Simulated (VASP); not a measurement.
# A VASP study of KRbBr2 (PBEsol): structure first, properties next

What structure does KRbBr2 take at this level, and what are its properties? The steps: rough relaxation of the start cell, full relaxation (PBEsol), density, ELF and potential (PBEsol), bands along the symmetry lines (PBEsol), density of states (PBEsol) and elastic constants (PBEsol). The cell is invented: it takes the structure of a Materials Project entry for KRbCl2 (space group 166 there), with some of its atoms replaced by other elements, volume scaled by an estimate. It may not be a known or stable phase.

Method: PBEsol; plane waves and PAW (Rb_sv, Br, K_sv); invented cell, in VASP 6.6.1.

### Step 1. Set-up

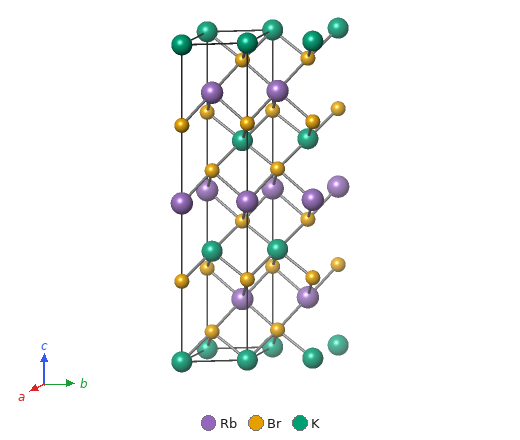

The starting structure, seen slightly off an axis (rubidium purple, bromine orange, potassium teal). 1×2×1 cells are drawn. This picture shows the conventional cell, with its axes. Bonds to atoms that aren't drawn are left out. Some periodic images of atoms are drawn too.

Structure file:

```xyz
4
Lattice="2.3453 1.3540 7.6843 -2.3453 1.3540 7.6843 0.0000 -2.7081 7.6843" Properties=species:S:1:pos:R:3 pbc="T T T"
Rb    0.0000    0.0000   11.5265
Br    0.0000    0.0000   17.1959
Br    0.0000    0.0000    5.8571
K     0.0000    0.0000    0.0000
```

### Step 2. Rough relaxation of the start cell

The start is only an estimate, so a cheap relaxation brings it near a minimum before any careful run. PBEsol restores the gradient expansion of exchange and is tuned for the cells of solids.

INCAR reads:

```
SYSTEM = KRbBr2
PREC = Normal
ENCUT = 400
EDIFF = 1E-05
NELM = 60
ISMEAR = 0
SIGMA = 0.05
LREAL = .FALSE.
ALGO = Fast
GGA = PS
NBANDS = 22
LORBIT = 11
LWAVE = .FALSE.
LCHARG = .FALSE.
KPAR = 2
IBRION = 2
NSW = 40
ISIF = 3
EDIFFG = -0.04
```

POSCAR reads:

```
KRbBr2
1.0
    2.3452710000      1.3540430000      7.6843260000
   -2.3452710000      1.3540430000      7.6843260000
    0.0000000000     -2.7080860000      7.6843260000
Rb Br K
1 2 1
Direct
    0.5000000000      0.5000000000      0.5000000000
    0.7459299300      0.7459299300      0.7459299300
    0.2540700700      0.2540700700      0.2540700700
    0.0000000000      0.0000000000      0.0000000000
```

KPOINTS reads:

```
Automatic mesh
0
Gamma
4 4 4
0 0 0
```

Potentials, in the order of the species: Rb_sv, Br and K_sv (PBE family, release 64).

The run is started by

```console
$ mpirun -np 2 vasp_std
```

The program printed:

```text
[banner, memory and clock lines left out]
running    2 mpi-ranks, on    1 nodes
 distrk:  each k-point on    1 cores,    2 groups
 distr:  one band on    1 cores,    1 groups

 POSCAR found type information on POSCAR RbBrK
 POSCAR found :  3 types and       4 ions
|                                                                             |
|               ----> ADVICE to this user running VASP <----                  |
|                                                                             |
|     You enforced a specific xc type in the INCAR file but a different       |
|     [... a line on the potential file left out ...]
|     I HOPE YOU KNOW WHAT YOU ARE DOING!                                     |
|                                                                             |

 LDA part: xc-table for (Slater+PW92), standard interpolation
 POSCAR, INCAR and KPOINTS ok, starting setup
 FFT: planning ... GRIDC
 FFT: planning ... GRID_SOFT
 FFT: planning ... GRID
 WAVECAR not read
 entering main loop
       N       E                     dE             d eps       ncg     rms          rms(c)
DAV:   1     0.194448741615E+03    0.19445E+03   -0.11804E+04   572   0.102E+03
DAV:   2     0.519547968463E+00   -0.19393E+03   -0.18613E+03   824   0.248E+02
DAV:   3    -0.128811705452E+02   -0.13401E+02   -0.13363E+02   888   0.622E+01
DAV:   4    -0.131543640565E+02   -0.27319E+00   -0.27265E+00   848   0.831E+00
DAV:   5    -0.131589032501E+02   -0.45392E-02   -0.45389E-02   796   0.927E-01    0.442E+00
RMM:   6    -0.128073099345E+02    0.35159E+00   -0.55426E-01   572   0.249E+00    0.306E+00
RMM:   7    -0.127906808303E+02    0.16629E-01   -0.57477E-01   575   0.247E+00    0.139E+00
RMM:   8    -0.128001924164E+02   -0.95116E-02   -0.56416E-02   605   0.106E+00    0.249E-01
RMM:   9    -0.127986645554E+02    0.15279E-02   -0.12672E-02   665   0.447E-01    0.767E-02
RMM:  10    -0.127992923352E+02   -0.62778E-03   -0.32301E-03   727   0.214E-01    0.506E-02
RMM:  11    -0.127996275874E+02   -0.33525E-03   -0.12363E-03   683   0.151E-01    0.299E-02
RMM:  12    -0.127996826736E+02   -0.55086E-04   -0.66363E-04   708   0.845E-02    0.135E-02
RMM:  13    -0.127997167359E+02   -0.34062E-04   -0.35685E-04   660   0.581E-02    0.103E-02
RMM:  14    -0.127997383827E+02   -0.21647E-04   -0.19864E-04   519   0.390E-02    0.577E-03
RMM:  15    -0.127997501662E+02   -0.11784E-04   -0.11160E-04   450   0.283E-02    0.385E-03
RMM:  16    -0.127997571336E+02   -0.69674E-05   -0.64569E-05   429   0.218E-02
   1 F= -.12799757E+02 E0= -.12799757E+02  d E =-.127998E+02
 curvature:   0.00 expect dE= 0.000E+00 dE for cont linesearch  0.000E+00
 trial: gam= 0.00000 g(F)=  0.162E-05 g(S)=  0.529E-02 ort = 0.000E+00 (trialstep = 0.100E+01)
 search vector abs. value=  0.529E-02
 bond charge predicted
       N       E                     dE             d eps       ncg     rms          rms(c)
DAV:   1    -0.128396223287E+02   -0.39872E-01   -0.78760E-01   722   0.576E+00    0.109E+00
RMM:   2    -0.128099701589E+02    0.29652E-01   -0.54268E-02   581   0.148E+00    0.446E-01
RMM:   3    -0.128039024332E+02    0.60677E-02   -0.23450E-02   577   0.848E-01    0.260E-01
RMM:   4    -0.128036476219E+02    0.25481E-03   -0.20418E-03   634   0.281E-01    0.116E-01
RMM:   5    -0.128036548156E+02   -0.71937E-05   -0.72545E-04   700   0.133E-01    0.317E-02
RMM:   6    -0.128036760612E+02   -0.21246E-04   -0.19450E-04   621   0.674E-02    0.129E-02
RMM:   7    -0.128036836630E+02   -0.76018E-05   -0.77899E-05   521   0.380E-02
   2 F= -.12803684E+02 E0= -.12803684E+02  d E =-.392653E-02
 trial-energy change:   -0.003927  1 .order   -0.003934   -0.005294   -0.002574
 step:   1.9462(harm=  1.9462)  dis= 0.00038  next Energy=   -12.804909 (dE=-0.515E-02)
 bond charge predicted
       N       E                     dE             d eps       ncg     rms          rms(c)
DAV:   1    -0.128368379675E+02   -0.33162E-01   -0.69889E-01   680   0.542E+00    0.103E+00
RMM:   2    -0.128103822695E+02    0.26456E-01   -0.48356E-02   576   0.139E+00    0.416E-01
RMM:   3    -0.128050355669E+02    0.53467E-02   -0.20980E-02   572   0.799E-01    0.244E-01
RMM:   4    -0.128048246459E+02    0.21092E-03   -0.18192E-03   635   0.265E-01    0.105E-01
RMM:   5    -0.128048365195E+02   -0.11874E-04   -0.69101E-04   703   0.130E-01    0.312E-02
RMM:   6    -0.128048573744E+02   -0.20855E-04   -0.18744E-04   626   0.668E-02    0.122E-02
RMM:   7    -0.128048648400E+02   -0.74656E-05   -0.79345E-05   550   0.388E-02
   3 F= -.12804865E+02 E0= -.12804865E+02  d E =-.510771E-02
 curvature:  -0.97 expect dE=-0.107E-04 dE for cont linesearch -0.660E-08
 trial: gam= 0.00321 g(F)=  0.945E-05 g(S)=  0.155E-05 ort =-0.599E-05 (trialstep = 0.119E+01)
 search vector abs. value=  0.110E-04
 reached required accuracy - stopping structural energy minimisation
```

Wall time 80 s (2 MPI ranks of AMD EPYC 7571, shared host); peak memory 0.45 GiB.

The logs omit lines about the potential files and the build; timing stands in the text.

From OUTCAR (step 2):

```text
ion  position               nearest neighbor table
   1  0.500  0.500  0.500-   3 3.38   3 3.38   2 3.38   2 3.38   3 3.38   2 3.38   4 4.70   4 4.70
                             4 4.70   4 4.70   4 4.70   4 4.70
   2  0.746  0.746  0.746-   4 3.27   4 3.27   4 3.27   1 3.38   1 3.38   1 3.38
   3  0.254  0.254  0.254-   4 3.27   4 3.27   4 3.27   1 3.38   1 3.38   1 3.38
   4  0.000  0.000  0.000-   2 3.27   2 3.27   3 3.27   3 3.27   2 3.27   3 3.27   1 4.70   1 4.70
                             1 4.70   1 4.70   1 4.70   1 4.70

  LATTYP: Found a trigonal (rhomboedric) cell.
 ALAT       =     8.1475514471
 COS(alpha) =     0.8342849658

 Subroutine GETGRP returns: Found 12 space group operations
 (whereof 12 operations were pure point group operations)

The static configuration has the point symmetry D_3d.

 Found     13 irreducible k-points:

   k-points           NKPTS =     13   k-points in BZ     NKDIM =     13   number of bands    NBANDS=     22

   dimension x,y,z NGX =    40 NGY =   40 NGZ =   40
   dimension x,y,z NGXF=    80 NGYF=   80 NGZF=   80

   ENCUT  =  400.0 eV  29.40 Ry    5.42 a.u.  13.29 13.29 13.29*2*pi/ulx,y,z

   NELECT =      32.0000    total number of electrons

 k-points in reciprocal lattice and weights: Automatic mesh
   0.00000000  0.00000000  0.00000000       0.016
   0.25000000  0.00000000  0.00000000       0.094
   0.50000000  0.00000000  0.00000000       0.047
   0.25000000  0.25000000  0.00000000       0.094
   0.50000000  0.25000000  0.00000000       0.188
  -0.25000000  0.25000000  0.00000000       0.094
   0.50000000  0.50000000  0.00000000       0.047
   0.25000000  0.25000000  0.25000000       0.031
   0.50000000  0.25000000  0.25000000       0.094
  -0.25000000  0.25000000  0.25000000       0.094
   0.50000000  0.50000000  0.25000000       0.094
  -0.25000000  0.50000000  0.25000000       0.094
   0.50000000  0.50000000  0.50000000       0.016

 average (electrostatic) potential at core
       1 -38.2784       2 -64.7667       3 -64.7667       4 -36.5438

 E-fermi :  -1.4664

 k-point     1 :       0.0000    0.0000    0.0000
  band No.  band energies     occupation
    ...
     12      -2.1416      2.00000
     13      -2.1416      2.00000
     14      -1.7796      2.00000
     15      -1.7795      2.00000
     16      -1.7741      2.00000
     17       2.4812      0.00000
     18       4.7894      0.00000
     19       5.4005      0.00000
     20       5.5774      0.00000
     21       5.5774      0.00000
    ...

 k-point     2 :       0.2500    0.0000    0.0000
  band No.  band energies     occupation
    ...
     12      -2.3671      2.00000
     13      -2.2335      2.00000
     14      -2.1387      2.00000
     15      -1.9314      2.00000
     16      -1.9019      2.00000
     17       3.6430      0.00000
     18       4.8336      0.00000
     19       5.2214      0.00000
     20       5.8001      0.00000
     21       6.4704      0.00000
    ...

 k-point     3 :       0.5000    0.0000    0.0000
  band No.  band energies     occupation
    ...
     12      -2.5817      2.00000
     13      -2.2749      2.00000
     14      -2.1291      2.00000
     15      -2.1073      2.00000
     16      -2.0235      2.00000
     17       4.4675      0.00000
     18       4.8224      0.00000
     19       5.4223      0.00000
     20       5.7457      0.00000
     21       7.0094      0.00000
    ...

  Total        0.0037859      0.0037859     -0.0099863      0.0000000     -0.0000000      0.0000000
  in kB        0.0403330      0.0403330     -0.1063874      0.0000000     -0.0000000      0.0000000
  external PRESSURE =      -0.0085738 kB  Pullay stress =       0.0000000 kB

  energy-cutoff  :      400.00
  volume of cell :      150.39
      direct lattice vectors                 reciprocal lattice vectors
     2.366526557  1.366314906  7.751966945     0.211280114  0.121982616  0.042999839
    -2.366526557  1.366314906  7.751966945    -0.211280114  0.121982616  0.042999839
     0.000000000 -2.732629811  7.751966945     0.000000000 -0.243965232  0.042999839

 POSITION                                       TOTAL-FORCE (eV/Angst)
 -----------------------------------------------------------------------------------
      0.00000      0.00000     11.62795        -0.000000      0.000000     -0.000000
      0.00000      0.00000     17.34766         0.000000      0.000000      0.009896
      0.00000      0.00000      5.90824        -0.000000     -0.000000     -0.009896
      0.00000     -0.00000      0.00000         0.000000      0.000000      0.000000
 -----------------------------------------------------------------------------------
    total drift:                               -0.000000      0.000000     -0.000000

  FREE ENERGIE OF THE ION-ELECTRON SYSTEM (eV)
  ---------------------------------------------------
  free  energy   TOTEN  =       -12.8048648400 eV

  energy  without entropy=      -12.8048648400  energy(sigma->0) =      -12.80486484

 reached required accuracy - stopping structural energy minimisation

 total charge
# of ion       s       p       d       tot
------------------------------------------
    1        1.938   5.354   0.025   7.318
    2        1.592   3.281   0.001   4.875
    3        1.592   3.281   0.001   4.875
    4        1.956   5.566   0.025   7.547
--------------------------------------------------
tot          7.078  17.483   0.052  24.613

[... 3 further parts left out ...]
```

The gap is read on the k-mesh alone, so it is an upper bound where the band edges lie off the mesh. This relaxation is a rough one on cheap settings, only to bring the start near its minimum. The PAW data sets were made with PBE, which is usual practice but a small mismatch for other functionals. The run keeps the 12 symmetry operations of its start, so it cannot find a distortion of lower symmetry.

Relaxation path:

| step | energy less that of the first step (eV) | largest force (eV/Å) | pressure (GPa) | volume (Å³) |
| --- | --- | --- | --- | --- |
| 1 | 0.0000 | 0.0041 | 0.42 | 146.41 |
| 2 | -0.0039 | 0.0072 | 0.20 | 148.45 |
| 3 | -0.0051 | 0.0099 | 0.00 | 150.39 |

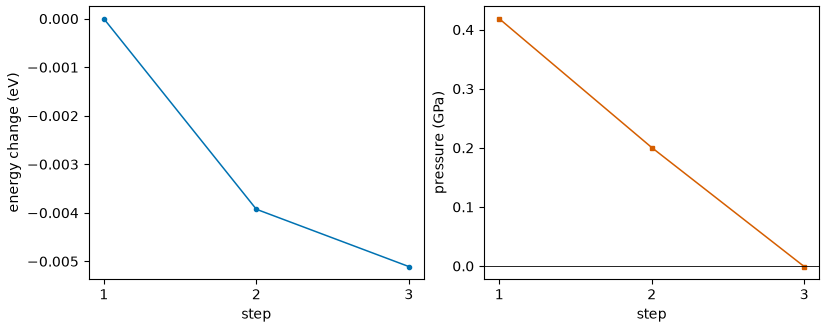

Energy and pressure along the relaxation.

| conventional cell, symmetrised | before | after | change |
| --- | --- | --- | --- |
| a (Å) | 4.691 | 4.733 | +0.9 % |
| b (Å) | 4.691 | 4.733 | +0.9 % |
| c (Å) | 23.053 | 23.256 | +0.9 % |
| volume (Å³/atom) | 36.60 | 37.60 | +2.7 % |

The relaxed structure:

```xyz
4
Lattice="2.3665 1.3663 7.7520 -2.3665 1.3663 7.7520 0.0000 -2.7326 7.7520" Properties=species:S:1:pos:R:3 pbc="T T T"
Rb    0.0000    0.0000   11.6280
Br    0.0000    0.0000   17.3477
Br    0.0000    0.0000    5.9082
K     0.0000    0.0000    0.0000
```

Numbers from this step:

| Quantity | Value |
| --- | --- |
| electrons | 32 |
| bands | 22 |
| irreducible k-points | 13 |
| symmetry operations | 12 |
| free energy (TOTEN) | -12.80 eV |
| Fermi energy | -1.466 eV |
| pressure | -8.57e-4 GPa |
| metallic | no |
| valence top at k | 0, 0, 0 |
| conduction bottom at k | 0, 0, 0 |
| least direct gap at k | 0, 0, 0 |
| SCF cycles over all ionic steps | 30 |
| gap on the k-mesh | 4.255 eV |
| least direct gap on the k-mesh | 4.255 eV |

It ends with a largest force of 0.010 eV/Å and a pressure of 0.00 GPa.

(Part 1 of 3 ends here.)

[Lines on the potential files, build, host, timing and source positions are cut from VASP's logs without a mark.]

[Logs are printed without paths, hosts, clocks, repeated set-up lines and the standing remarks that a program may print on its own settings, such as how far it seeks lower states.]

[Hosts, paths, dates, database ids (printed as entryN), source tags and the programs' standing remarks are cut or masked in the printed files.]

[A measured line is paired with the nearest computed mode of its activity, which favours agreement.]
